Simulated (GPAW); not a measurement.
## The basis that the transmission of a carbon nanotube (3, 3); one C replaced by B needs

Aim: T(E), conductance and thermopower of a carbon nanotube (3, 3); one C replaced by B, and what cheaper settings cost in accuracy.

Method: GPAW LCAO, PAW setups; Landauer transmission from Green's functions with principal layers (ASE), zero bias, in GPAW 26.7.0.

### Step 1. The starting structure

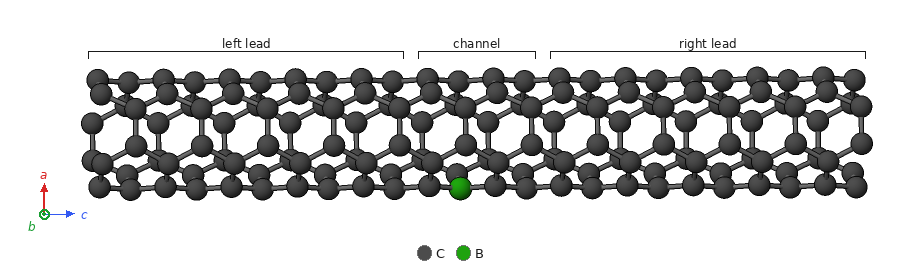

Start, viewed from the side, with the c axis across the page; carbon dark grey, boron green.

The cell holds 144 atoms: 143 C and 1 B. Its edges and angles: a = 12.068 Å, b = 12.068 Å, c = 29.514 Å, α = 90.0°, β = 90.0°, γ = 90.0°. Regions: left lead, 60 atoms (60 C); channel, 24 atoms (23 C and 1 B); right lead, 60 atoms (60 C). Vacuum lies along a and b. The structure is stacked along c, and the current runs across the ab planes.

### Step 2. GPAW, szp

One radial function a shell plus polarisation makes the matrices smaller; the question is what that costs.

The input, run.py:

```python
import json
import numpy as np
from ase import Atoms
from ase.transport.calculators import TransportCalculator
from gpaw import GPAW, FermiDirac
from gpaw.lcao.tools import get_lcao_hamiltonian
from scipy.linalg import eigh

# The junction with lead layers at both ends, along the third cell vector
device = Atoms(
    ['C', 'C', 'C', 'C', 'C', 'C', 'C', 'C', 'C', 'C', 'C', 'C', 'C', 'C', 'C', 'C', 'C', 'C', 'C', 'C', 'C', 'C', 'C', 'C', 'C', 'C', 'C', 'C', 'C', 'C', 'C', 'C', 'C', 'C', 'C', 'C', 'C', 'C', 'C', 'C', 'C', 'C', 'C', 'C', 'C', 'C', 'C', 'C', 'C', 'C', 'C', 'C', 'C', 'C', 'C', 'C', 'C', 'C', 'C', 'C', 'C', 'C', 'C', 'C', 'C', 'C', 'B', 'C', 'C', 'C', 'C', 'C', 'C', 'C', 'C', 'C', 'C', 'C', 'C', 'C', 'C', 'C', 'C', 'C', 'C', 'C', 'C', 'C', 'C', 'C', 'C', 'C', 'C', 'C', 'C', 'C', 'C', 'C', 'C', 'C', 'C', 'C', 'C', 'C', 'C', 'C', 'C', 'C', 'C', 'C', 'C', 'C', 'C', 'C', 'C', 'C', 'C', 'C', 'C', 'C', 'C', 'C', 'C', 'C', 'C', 'C', 'C', 'C', 'C', 'C', 'C', 'C', 'C', 'C', 'C', 'C', 'C', 'C', 'C', 'C', 'C', 'C', 'C', 'C'],
    positions=[
        [4.12267, 6.72967, 0.61488],
        [5.01700, 7.79550, 0.61488],
        [5.01700, 4.27250, 0.61488],
        [6.38720, 4.03090, 0.61488],
        [7.59213, 7.34143, 0.61488],
        [8.06800, 6.03400, 0.61488],
        [4.00000, 6.03400, 1.84463],
        [4.47587, 4.72657, 1.84463],
        [5.68080, 8.03710, 1.84463],
        [7.05100, 7.79550, 1.84463],
        [7.05100, 4.27250, 1.84463],
        [7.94534, 5.33833, 1.84463],
        [4.12267, 6.72967, 3.07439],
        [5.01700, 7.79550, 3.07439],
        [5.01700, 4.27250, 3.07439],
        [6.38720, 4.03090, 3.07439],
        [7.59213, 7.34143, 3.07439],
        [8.06800, 6.03400, 3.07439],
        [4.00000, 6.03400, 4.30415],
        [4.47587, 4.72657, 4.30415],
        [5.68080, 8.03710, 4.30415],
        [7.05100, 7.79550, 4.30415],
        [7.05100, 4.27250, 4.30415],
        [7.94534, 5.33833, 4.30415],
        [4.12267, 6.72967, 5.53390],
        [5.01700, 7.79550, 5.53390],
        [5.01700, 4.27250, 5.53390],
        [6.38720, 4.03090, 5.53390],
        [7.59213, 7.34143, 5.53390],
        [8.06800, 6.03400, 5.53390],
[... 108 atom lines left out ...]
        [4.00000, 6.03400, 28.89927],
        [4.47587, 4.72657, 28.89927],
        [5.68080, 8.03710, 28.89927],
        [7.05100, 7.79550, 28.89927],
        [7.05100, 4.27250, 28.89927],
        [7.94534, 5.33833, 28.89927]],
    cell=[[12.068, 0.0, 0.0], [0.0, 12.068, 0.0], [0.0, 0.0, 29.51415]],
    pbc=True)

# One principal layer of the lead: the first 36 atoms of the device
lead = Atoms(
    ['C', 'C', 'C', 'C', 'C', 'C', 'C', 'C', 'C', 'C', 'C', 'C', 'C', 'C', 'C', 'C', 'C', 'C', 'C', 'C', 'C', 'C', 'C', 'C', 'C', 'C', 'C', 'C', 'C', 'C', 'C', 'C', 'C', 'C', 'C', 'C'],
    positions=[
        [4.12267, 6.72967, 0.61488],
        [5.01700, 7.79550, 0.61488],
        [5.01700, 4.27250, 0.61488],
        [6.38720, 4.03090, 0.61488],
        [7.59213, 7.34143, 0.61488],
        [8.06800, 6.03400, 0.61488],
        [4.00000, 6.03400, 1.84463],
        [4.47587, 4.72657, 1.84463],
        [5.68080, 8.03710, 1.84463],
        [7.05100, 7.79550, 1.84463],
        [7.05100, 4.27250, 1.84463],
        [7.94534, 5.33833, 1.84463],
        [4.12267, 6.72967, 3.07439],
        [5.01700, 7.79550, 3.07439],
        [5.01700, 4.27250, 3.07439],
        [6.38720, 4.03090, 3.07439],
        [7.59213, 7.34143, 3.07439],
        [8.06800, 6.03400, 3.07439],
        [4.00000, 6.03400, 4.30415],
        [4.47587, 4.72657, 4.30415],
        [5.68080, 8.03710, 4.30415],
        [7.05100, 7.79550, 4.30415],
        [7.05100, 4.27250, 4.30415],
        [7.94534, 5.33833, 4.30415],
        [4.12267, 6.72967, 5.53390],
        [5.01700, 7.79550, 5.53390],
        [5.01700, 4.27250, 5.53390],
        [6.38720, 4.03090, 5.53390],
        [7.59213, 7.34143, 5.53390],
        [8.06800, 6.03400, 5.53390],
        [4.00000, 6.03400, 6.76366],
        [4.47587, 4.72657, 6.76366],
        [5.68080, 8.03710, 6.76366],
        [7.05100, 7.79550, 6.76366],
        [7.05100, 4.27250, 6.76366],
        [7.94534, 5.33833, 6.76366]],
    cell=[[12.068, 0.0, 0.0], [0.0, 12.068, 0.0], [0.0, 0.0, 7.37854]],
    pbc=True)

settings = dict(mode='lcao', basis='szp(dzp)', xc='PBE', h=0.2,
                occupations=FermiDirac(0.1), maxiter=250,
                mixer=dict(beta=0.1, nmaxold=8, weight=100.0),
                convergence=dict(density=0.0001))
energies = np.arange(-3, 3 + 1e-9, 0.075)
eta = 0.0001
n1, n2 = 1, 1
# k and -k transmit alike, so half of the mesh across the current serves
mesh = [(i, j) for i in range(n1) for j in range(n2) if (i, j) <= (-i % n1, -j % n2)]
weights = np.array([1 if (i, j) == (-i % n1, -j % n2) else 2 for i, j in mesh]) / (n1 * n2)


def ground_state(atoms, size, txt):
    atoms.calc = GPAW(kpts={'size': size, 'gamma': True}, symmetry={'tolerance': 1e-3}, txt=txt, **settings)
    atoms.get_potential_energy()
    return atoms.calc.get_fermi_level()


def blocks(atoms, fermi, points, nz, cells):
    """H - E_F S and S between cell 0 and the cells above it, at each point across the current."""
    kz = np.arange(nz) / nz
    calc = atoms.calc.fixed_density(kpts=[(*k, z) for k in points for z in kz], symmetry='off', txt=None)
    H, S = get_lcao_hamiltonian(calc)
    H = (H - fermi * S).reshape(len(H), len(points), nz, *S.shape[1:])
    S = S.reshape(H.shape[1:])
    phases = [np.exp(-2j * np.pi * kz * R) / nz for R in cells]
    return [(np.einsum('skzij,z->ksij', H, p), np.einsum('kzij,z->kij', S, p)) for p in phases]


def pair(a, b):
    return np.block([[a, b], [b.T.conj(), a]])


def count_channels(h, s, cells, nk=240):
    """Half the number of times that the lead's bands cross each energy, unfolded to its shortest repeat."""
    b = len(h) // cells
    bands = []
    for k in (np.arange(nk + 1) + 0.5) / nk:
        hk, sk = h[:b, :b].copy(), s[:b, :b].copy()
        for R in range(1, cells):
            phase, block = np.exp(2j * np.pi * k * R), slice(R * b, (R + 1) * b)
            hk += h[:b, block] * phase + (h[:b, block] * phase).T.conj()
            sk += s[:b, block] * phase + (s[:b, block] * phase).T.conj()
        w, u = eigh(sk)
        x = u[:, w > 1e-5] / w[w > 1e-5]**0.5  # drop near-dependent combinations
        bands.append(np.r_[eigh(x.T.conj() @ hk @ x, eigvals_only=True), [1e9] * (w <= 1e-5).sum()])
    below = np.array(bands)[:, :, None] < energies
    return (below[1:] != below[:-1]).sum((0, 1)) / 2


fermi_lead = ground_state(lead, (1, 1, 15), 'lead.txt')
fermi_device = ground_state(device, (1, 1, 3), 'device.txt')
T, channels, eigen, tail, misfit, shifts = [], [], [], 0.0, 0.0, []
for first in range(0, len(mesh), 5):
    points = [(i / n1, j / n2) for i, j in mesh[first:first + 5]]
    (H0k, S0k), (H1k, S1k), (H2k, _) = blocks(lead, fermi_lead, points, 5, range(3))
    [(Hk, Sk)] = blocks(device, fermi_device, points, 2, [0])
    tail = max(tail, abs(H2k).max())
    for H0, S0, H1, S1, H, S in zip(H0k, S0k, H1k, S1k, Hk, Sk):
        n = len(S0)
        # Shift the lead onto the potential of the device's first layer
        shift = ((H[:, 0, 0] - H0[:, 0, 0]) / S0[0, 0]).real.mean()
        shifts.append(shift)
        misfit = max(misfit, abs(H[:, :n, :n] - H0 - shift * S0).max())
        Tk, Ck, Ek = [], [], []
        for s in range(len(H)):
            t = s % len(H0)  # a lead without moments serves both spins
            h1, s1 = pair(H0[t] + shift * S0, H1[t] + shift * S1), pair(S0, S1)
            leads = dict(h1=h1, s1=s1, energies=energies, eta=eta, eta1=eta, eta2=eta)
            calc = TransportCalculator(h=H[s], s=S, eigenchannels=3, **leads)
            Tk.append(calc.get_transmission())
            Ek.append(np.sort(calc.eigenchannels_ne, axis=0)[::-1])
            Ck.append(count_channels(h1, s1, 6))
        T.append(Tk)
        channels.append(Ck)
        eigen.append(Ek)
T, channels = np.array(T), np.array(channels)
mean, open_channels = np.einsum('kse,k->se', T, weights), np.einsum('kse,k->se', channels, weights)

print(f'basis functions: device {len(S)}, principal layer {n}')
print(f'Fermi level: lead {fermi_lead:.4f} eV, device {fermi_device:.4f} eV; lead shifted by {np.mean(shifts):.4f} eV')
print(f'largest coupling past the next layer {tail:.2e} eV, largest misfit of the first layer {misfit:.3f} eV')
print('  E-E_F (eV)   ' + 'T (one spin)  channels')
for e, t, c in zip(energies, mean.T, open_channels.T):
    print(f'{e:10.3f}  ', *[f'{x:11.4e}' for x in t], *[f'{x:9.4f}' for x in c])

kT = 8.617333e-5 * 300
fine = np.linspace(energies[0], energies[-1], 4001)
both = np.exp(np.interp(fine, energies, np.log(np.maximum(mean.sum(0) * 2 / len(mean), 1e-30))))
fermi = lambda mu: 1 / (1 + np.exp(np.clip((fine - mu) / kT, -200, 200)))
slope = fermi(0) * (1 - fermi(0)) / kT
G = np.trapezoid(both * slope, fine) / 2
seebeck = -np.trapezoid(both * slope * fine, fine) / (2 * G * 300) * 1e6
print(f'conductance at 300 K: {G:.5g} G0 a cell; thermopower {seebeck:.4g} uV/K')
bias = [0.1, 0.2, 0.5, 1.0, 1.5, 2.0]
current = [38.74 * np.trapezoid(both * (fermi(V / 2) - fermi(-V / 2)), fine) for V in bias]
for V, I in zip(bias, current):
    print(f'current from the zero-bias T(E) at {V} V: {I:.5g} uA')
zero = abs(energies).argmin()
json.dump(dict(energies=energies.tolist(), T=mean.tolist(), channels=open_channels.tolist(), G=G, seebeck=seebeck,
               bias=bias, current=current, tail=tail, misfit=misfit, shift=np.mean(shifts), n_device=len(S), n_lead=n,
               fermi=[fermi_lead, fermi_device], energy=device.get_potential_energy(),
               moments=device.get_magnetic_moments().tolist(), mesh=mesh, weights=weights.tolist(),
               T_k=T[:, :, zero].tolist(), eigen=np.array(eigen[0]).tolist()), open('result.json', 'w'))
```

Run with:

```sh
OMP_NUM_THREADS=1 OPENBLAS_NUM_THREADS=1 python run.py
```

Output:

```text
basis functions: device 1296, principal layer 324
Fermi level: lead -2.5809 eV, device -2.6519 eV; lead shifted by 0.0064 eV
largest coupling past the next layer 5.16e-15 eV, largest misfit of the first layer 0.031 eV
  E-E_F (eV)   T (one spin)  [channel counts left out]
    -3.000    4.3397e+00
    -2.925    4.3774e+00
    -2.850    4.4006e+00
    -2.775    4.4087e+00
    -2.700    4.4023e+00
    -2.625    4.3789e+00
    -2.550    4.3325e+00
    -2.475    4.2485e+00
    -2.400    4.0888e+00
    -2.325    3.7499e+00
    -2.250    2.8015e+00
    -2.175    9.3533e-01
    -2.100    9.6340e-01
    -2.025    8.9928e-01
    -1.950    8.2296e-01
    -1.875    5.3918e-01
[...]
2.475    4.4774e+00
     2.550    4.4905e+00
     2.625    4.5023e+00
     2.700    4.5128e+00
     2.775    4.5224e+00
     2.850    4.5310e+00
     2.925    4.5387e+00
     3.000    4.5457e+00
conductance at 300 K: 1.8955 G0 a cell; thermopower -0.8362 uV/K
current from the zero-bias T(E) at 0.1 V: 14.679 uA
current from the zero-bias T(E) at 0.2 V: 29.325 uA
current from the zero-bias T(E) at 0.5 V: 73.007 uA
current from the zero-bias T(E) at 1.0 V: 144.21 uA
current from the zero-bias T(E) at 1.5 V: 211.94 uA
current from the zero-bias T(E) at 2.0 V: 297.06 uA
```

It took 22 min on 1 thread of Arm Neoverse V1, shared host; peak memory 2.4 GiB.

This step gave:

| Quantity | Value |
| --- | --- |
| conductance | 1.895 G₀ |
| largest coupling past the next principal layer | 5.16e-15 eV |
| largest misfit of the first principal layer | 0.03120 eV |
| shift that aligns the lead | 0.006442 eV |
| basis functions of the junction | 1296 |
| basis functions of a principal layer | 324 |
| transmission at the Fermi level (one spin) | 1.900 |

One spin. Table of transmission, zone mean by energy, zero at the Fermi level:

```tsv
energy (eV)	transmission, zone mean
-3.000	4.34
-2.475	4.25
-2.025	0.899
-1.500	0.899
-0.975	1.09
-0.525	1.63
0.000	1.90
0.525	1.95
0.975	4.13
1.125	4.68
1.500	4.03
2.025	4.37
2.475	4.48
3.000	4.55
```

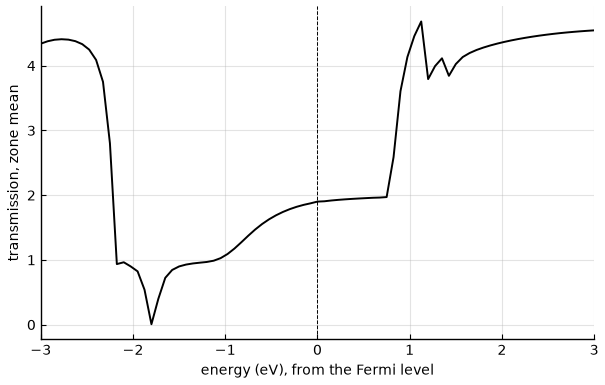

Transmission, zone mean, plotted against energy.

Not self-consistent under bias; the bias window is split evenly. Current through one cell, from the zero-bias transmission against bias:

```tsv
bias (V)	current through one cell, from the zero-bias transmission (μA)
0.100	14.7
0.200	29.3
0.500	73.0
1.000	144
1.500	212
2.000	297
```

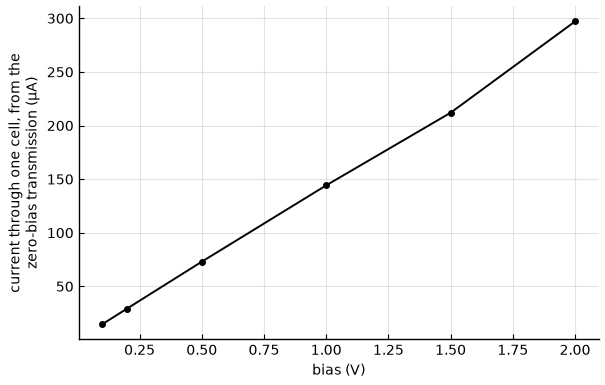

Current through one cell, from the zero-bias transmission, plotted against bias.

Transmission of the three most open eigenchannels against energy, zero at the Fermi level:

```tsv
energy (eV)	channel 1	channel 2	channel 3
-3.000	0.998	0.995	0.978
-2.475	0.998	0.978	0.958
-2.025	0.899	8.1e-10	1.2e-10
-1.500	0.899	0	0
-0.975	0.98	0.111	0
-0.525	0.989	0.638	0
0.000	0.991	0.910	0
0.525	0.994	0.960	3.6e-12
0.975	0.995	0.981	0.830
1.500	0.987	0.979	0.976
2.025	0.994	0.993	0.987
2.475	0.996	0.993	0.991
3.000	0.997	0.995	0.983
```

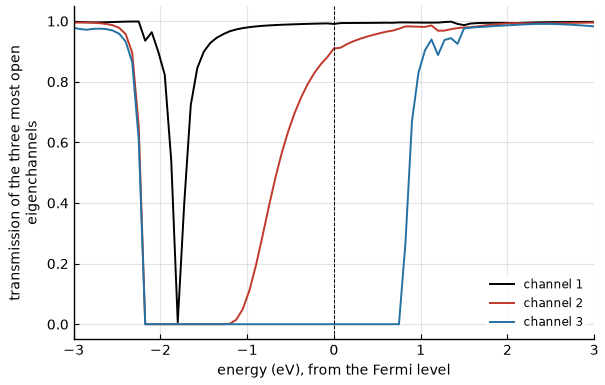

Transmission of the three most open eigenchannels against energy.

Couplings past the next layer reach 5.2e-15 eV, small enough to drop; the matrix elements of the cell's first layer differ from the bulk lead's by up to 0.031 eV. That layer keeps its own values in the calculation, and only beyond it is the lead taken as perfect.

### Step 3. Minimal basis, basis sz(dzp)

The minimal basis is the cheapest rung: no second zeta and no polarisation.

Changes to run.py since step 2:

```diff
@@ -95,3 +95,3 @@
 
-settings = dict(mode='lcao', basis='szp(dzp)', xc='PBE', h=0.2,
+settings = dict(mode='lcao', basis='sz(dzp)', xc='PBE', h=0.2,
                 occupations=FermiDirac(0.1), maxiter=250,
```

Output:

```text
basis functions: device 576, principal layer 144
Fermi level: lead -3.6555 eV, device -3.7249 eV; lead shifted by 0.0055 eV
largest coupling past the next layer 3.36e-15 eV, largest misfit of the first layer 0.025 eV
  E-E_F (eV)   T (one spin)  [channel counts left out]
    -3.000    4.3258e+00
    -2.925    4.3559e+00
    -2.850    4.3720e+00
    -2.775    4.3733e+00
    -2.700    4.3592e+00
    -2.625    4.3258e+00
    -2.550    4.2653e+00
    -2.475    4.1599e+00
    -2.400    3.9651e+00
    -2.325    3.5574e+00
    -2.250    2.3814e+00
    -2.175    9.6968e-01
    -2.100    9.5175e-01
    -2.025    8.5754e-01
    -1.950    8.1084e-01
    -1.875    6.2125e-01
[...]
2.475    4.3728e+00
     2.550    4.3958e+00
     2.625    4.4167e+00
     2.700    4.4356e+00
     2.775    4.4528e+00
     2.850    4.4678e+00
     2.925    4.4813e+00
     3.000    4.4933e+00
conductance at 300 K: 1.8886 G0 a cell; thermopower -0.8378 uV/K
current from the zero-bias T(E) at 0.1 V: 14.625 uA
current from the zero-bias T(E) at 0.2 V: 29.215 uA
current from the zero-bias T(E) at 0.5 V: 72.736 uA
current from the zero-bias T(E) at 1.0 V: 143.75 uA
current from the zero-bias T(E) at 1.5 V: 211.28 uA
current from the zero-bias T(E) at 2.0 V: 273.64 uA
```

Wall time 3.8 min (1 thread); peak memory 1.8 GiB.

This step gave:

* conductance: 1.889 G₀
* largest coupling past the next principal layer: 3.36e-15 eV
* largest misfit of the first principal layer: 0.02488 eV
* shift that aligns the lead: 0.005529 eV
* basis functions of the junction: 576
* basis functions of a principal layer: 144
* transmission at the Fermi level (one spin): 1.894

One spin. The transmission, zone mean by energy, zero at the Fermi level:

```tsv
energy (eV)	transmission, zone mean
-3.000	4.33
-2.475	4.16
-2.025	0.858
-1.500	0.841
-0.975	1.14
-0.525	1.63
0.000	1.89
0.525	1.95
0.975	1.97
1.125	1.99
1.500	3.59
2.025	4.18
2.475	4.37
3.000	4.49
```

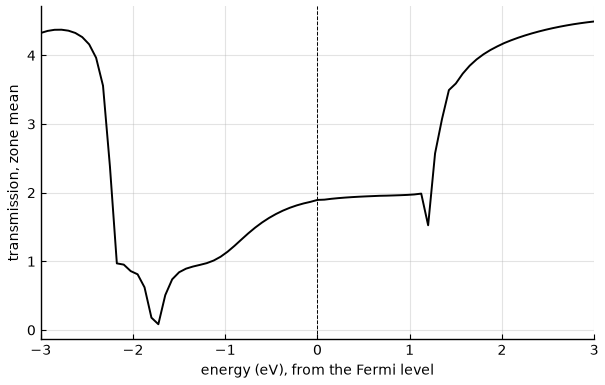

Transmission, zone mean, plotted against energy.

Not self-consistent under bias; the bias window is split evenly. Table of current through one cell, from the zero-bias transmission by bias:

```tsv
bias (V)	current through one cell, from the zero-bias transmission (μA)
0.100	14.6
0.200	29.2
0.500	72.7
1.000	144
1.500	211
2.000	274
```

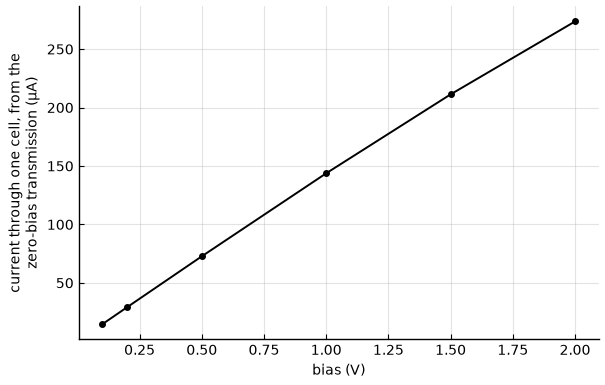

Current through one cell, from the zero-bias transmission, plotted against bias.

The transmission of the three most open eigenchannels by energy, zero at the Fermi level:

```tsv
energy (eV)	channel 1	channel 2	channel 3
-3.000	0.997	0.994	0.970
-2.475	0.998	0.972	0.950
-2.025	0.858	6.1e-10	6.2e-11
-1.500	0.841	0	0
-0.975	0.975	0.164	0
-0.525	0.987	0.645	0
0.000	0.989	0.905	0
0.525	0.994	0.951	0
0.975	0.996	0.971	1.4e-11
1.500	0.992	0.929	0.907
2.025	0.995	0.982	0.979
2.475	0.994	0.993	0.990
3.000	0.997	0.995	0.989
```

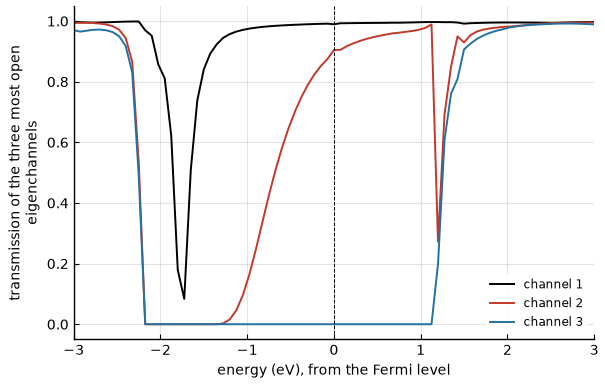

Transmission of the three most open eigenchannels, plotted against energy.

At the Fermi level the transmission is 1.89. The current reaches 274 μA at 2 V, close to what the ratio of current to bias at 0.1 V would give.

(Part 1 of 2 ends here.)

[Logs are printed without paths, hosts, clocks, repeated set-up lines and the standing remarks that a program may print on its own settings, such as how far it seeks lower states.]

[Hosts, paths, dates, database ids (printed as entryN), source tags and the programs' standing remarks are cut or masked in the printed files.]
